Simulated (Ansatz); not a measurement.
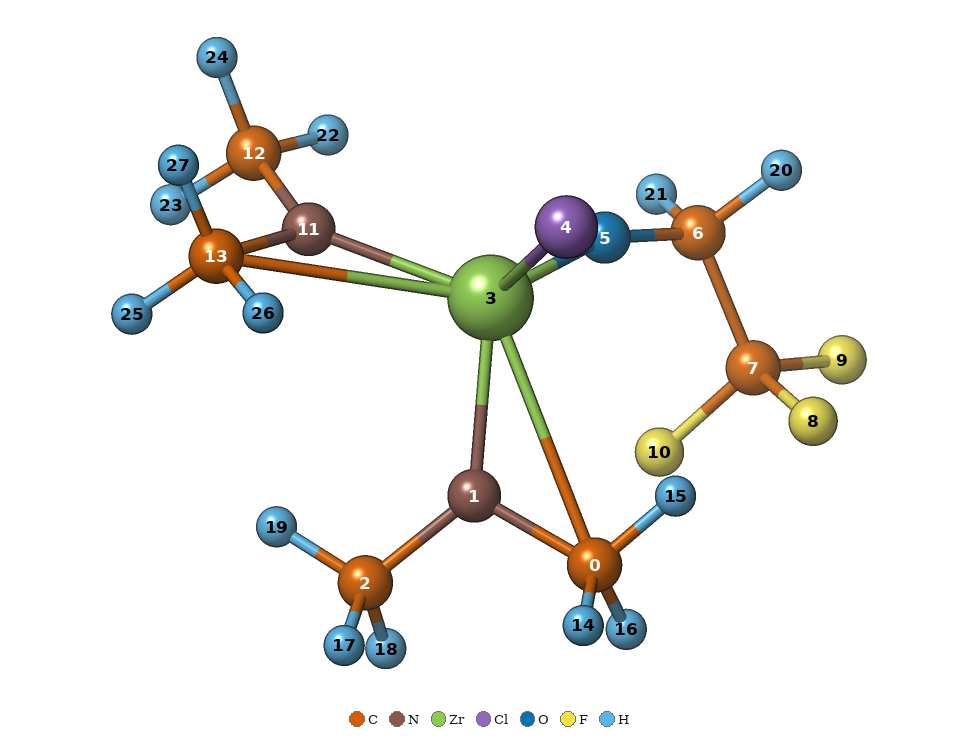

Starting geometry of the run. Atoms are numbered from 0, in the order of the input.

Ansatz 0.2.0 input:

```yaml
crystal:
  periodic: [false, false, false]
  atoms:
    - {symbol: C, position_ang: [-2.459435, 0.610821, 0.886988]}
    - {symbol: N, position_ang: [-1.326976, -0.288046, 0.876472]}
    - {symbol: C, position_ang: [-1.128152, -0.953399, 2.136738]}
    - {symbol: Zr, position_ang: [-0.311401, -0.351127, -0.864815]}
    - {symbol: Cl, position_ang: [-1.845669, -1.012675, -2.589846]}
    - {symbol: O, position_ang: [0.560408, 1.339714, -1.266781]}
    - {symbol: C, position_ang: [0.903358, 2.668241, -1.283486]}
    - {symbol: C, position_ang: [0.167674, 3.455247, -0.217730]}
    - {symbol: F, position_ang: [-1.158892, 3.414462, -0.397574]}
    - {symbol: F, position_ang: [0.542073, 4.739215, -0.248738]}
    - {symbol: F, position_ang: [0.413766, 2.987465, 1.010710]}
    - {symbol: N, position_ang: [1.127947, -1.730331, -0.612731]}
    - {symbol: C, position_ang: [2.564820, -1.666132, -0.639450]}
    - {symbol: C, position_ang: [0.609571, -3.068469, -0.437669]}
    - {symbol: H, position_ang: [-3.394690, 0.075431, 1.100758]}
    - {symbol: H, position_ang: [-2.589615, 1.097017, -0.088150]}
    - {symbol: H, position_ang: [-2.340878, 1.408755, 1.631977]}
    - {symbol: H, position_ang: [-2.007444, -1.550139, 2.419549]}
    - {symbol: H, position_ang: [-0.947910, -0.232756, 2.947092]}
    - {symbol: H, position_ang: [-0.266493, -1.621977, 2.086979]}
    - {symbol: H, position_ang: [0.662988, 3.133585, -2.246959]}
    - {symbol: H, position_ang: [1.975318, 2.804848, -1.096603]}
    - {symbol: H, position_ang: [2.898251, -0.636676, -0.785134]}
    - {symbol: H, position_ang: [3.000070, -2.032838, 0.300725]}
    - {symbol: H, position_ang: [2.980426, -2.275901, -1.453897]}
    - {symbol: H, position_ang: [0.930215, -3.506268, 0.517884]}
    - {symbol: H, position_ang: [-0.489202, -3.068824, -0.440355]}
    - {symbol: H, position_ang: [0.929882, -3.739235, -1.245984]}
basis:
  gaussian: {orbitals: def2-TZVPP}
hamiltonian: {xc: {name: B3LYP}, dispersion: d4}
output: {forces: true, orbitals: {seedname: orbitals}}
```

It was started with:

```sh
ansatz run in.yaml --threads 11 --pin off --events-out ev --progress --plain --max-ram 110592MiB --backend cuda --devices 0, --max-vram 75GiB
```

Output:

```
Functional definition: B3LYP
  name "B3LYP"
  cite "Stephens, Devlin, Chabalowski & Frisch, J. Phys. Chem. 98, 11623 (1994) doi:10.1021/j100096a001"
  cite "Becke, Phys. Rev. A 38, 3098 (1988) doi:10.1103/PhysRevA.38.3098"
  cite "Lee, Yang & Parr, Phys. Rev. B 37, 785 (1988) doi:10.1103/PhysRevB.37.785"
  cite "Vosko, Wilk & Nusair, Can. J. Phys. 58, 1200 (1980) doi:10.1139/p80-159"
  parameter a0 = 0.2
  parameter ax = 0.72
  parameter ac = 0.81
  exchange = (1 - a0 - ax)*slater_x + ax*b88_x + a0*exact_x
  correlation = (1 - ac)*vwn_rpa_c + ac*lyp_c
3494 factors; their error is unknown
mean field evaluation 1: about -33417.0426 eV, gradient 1.2e2 eV
mean field evaluation 2: about -33284.5604 eV, gradient 2.8e2 eV
mean field evaluation 4: about -33446.0095 eV, gradient 2.0e1 eV
mean field evaluation 8: about -33446.9220 eV, gradient 2.4e-1 eV
mean field evaluation 16: about -33446.9512 eV, gradient 2.9e-3 eV
mean field -33446.95119731 eV, -1229.1527853434 hartree, gradient 2.8e-5 eV, S^2 0.000000; 0 other end points of the search recorded, 0 dependent functions left out
the calculation of the forces begins
reference -33446.95165636 eV, -1229.1528022130 hartree; 64, 64 occupied and 602, 602 virtual orbitals, 3494 factors
Total energy: -33448.26744148 eV, -1229.2011564244 hartree
Atom 0 at    -2.459435     0.610821     0.886988 Å, force    -0.246304     0.214382    -0.024244 eV/Å
Atom 1 at    -1.326976    -0.288046     0.876472 Å, force     0.027938    -0.012668    -0.010375 eV/Å
Atom 2 at    -1.128152    -0.953399     2.136738 Å, force     0.074451    -0.155027     0.246985 eV/Å
Atom 3 at    -0.311401    -0.351127    -0.864815 Å, force    -0.002744     0.028667    -0.058634 eV/Å
Atom 4 at    -1.845669    -1.012675    -2.589846 Å, force    -0.153425    -0.064967    -0.180161 eV/Å
Atom 5 at     0.560408     1.339714    -1.266781 Å, force     0.033001    -0.087304    -0.040411 eV/Å
Atom 6 at     0.903358     2.668241    -1.283486 Å, force     0.210263     0.230350    -0.172740 eV/Å
Atom 7 at     0.167674     3.455247    -0.217730 Å, force     0.133651    -0.135976    -0.193277 eV/Å
Atom 8 at    -1.158892     3.414462    -0.397574 Å, force    -0.446379    -0.022230    -0.062446 eV/Å
Atom 9 at     0.542073     4.739215    -0.248738 Å, force     0.126015     0.433660    -0.009567 eV/Å
Atom 10 at     0.413766     2.987465     1.010710 Å, force     0.084310    -0.163832     0.412517 eV/Å
Atom 11 at     1.127947    -1.730331    -0.612731 Å, force    -0.001459     0.038185     0.000017 eV/Å
Atom 12 at     2.564820    -1.666132    -0.639450 Å, force     0.298298     0.047318    -0.007975 eV/Å
Atom 13 at     0.609571    -3.068469    -0.437669 Å, force    -0.144652    -0.296305     0.042077 eV/Å
Atom 14 at    -3.394690     0.075431     1.100758 Å, force     0.033443     0.034393    -0.004428 eV/Å
Atom 15 at    -2.589615     1.097017    -0.088150 Å, force     0.005710    -0.027517     0.074031 eV/Å
Atom 16 at    -2.340878     1.408755     1.631977 Å, force    -0.020111    -0.035781    -0.035625 eV/Å
Atom 17 at    -2.007444    -1.550139     2.419549 Å, force     0.042274     0.020039     0.002389 eV/Å
Atom 18 at    -0.947910    -0.232756     2.947092 Å, force    -0.007934    -0.042132    -0.021527 eV/Å
Atom 19 at    -0.266493    -1.621977     2.086979 Å, force    -0.056195     0.038050     0.017905 eV/Å
Atom 20 at     0.662988     3.133585    -2.246959 Å, force     0.023869    -0.029214     0.046829 eV/Å
Atom 21 at     1.975318     2.804848    -1.096603 Å, force    -0.055194    -0.009176    -0.023285 eV/Å
Atom 22 at     2.898251    -0.636676    -0.785134 Å, force    -0.008859    -0.059477     0.008482 eV/Å
Atom 23 at     3.000070    -2.032838     0.300725 Å, force    -0.003020     0.014860    -0.043945 eV/Å
Atom 24 at     2.980426    -2.275901    -1.453897 Å, force    -0.001482     0.026721     0.038285 eV/Å
Atom 25 at     0.930215    -3.506268     0.517884 Å, force    -0.017233     0.007953    -0.048024 eV/Å
Atom 26 at    -0.489202    -3.068824    -0.440355 Å, force     0.086276    -0.011566     0.004184 eV/Å
Atom 27 at     0.929882    -3.739235    -1.245984 Å, force    -0.014508     0.018595     0.042965 eV/Å
Dipole moment:     0.532800    -0.191911     0.323219 e Å
```
